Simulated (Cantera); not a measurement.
Charge: 1 mol HBr, 1.9 mol O2, equilibrated at 1750 °C.

Cantera equilibrium calculation (NASA polynomials, part measured and part estimated; ideal gas, pure solids and liquids). Candidate condensed phases: Br2, H2O; 12 gas species. The ideal-gas law is rough above about 30 bar. The numbers say what is thermodynamically allowed, not how fast it happens.

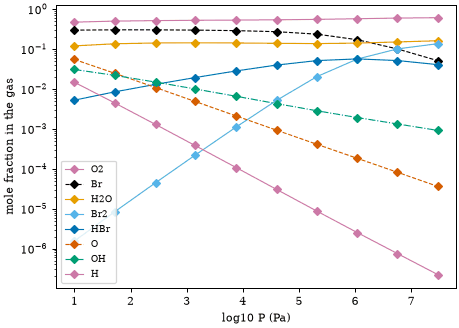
Figure: Equilibrium gas composition (values under 1e-9 drawn at 1e-9)

From 10.0 Pa to 3.00e7 Pa nothing is condensed.
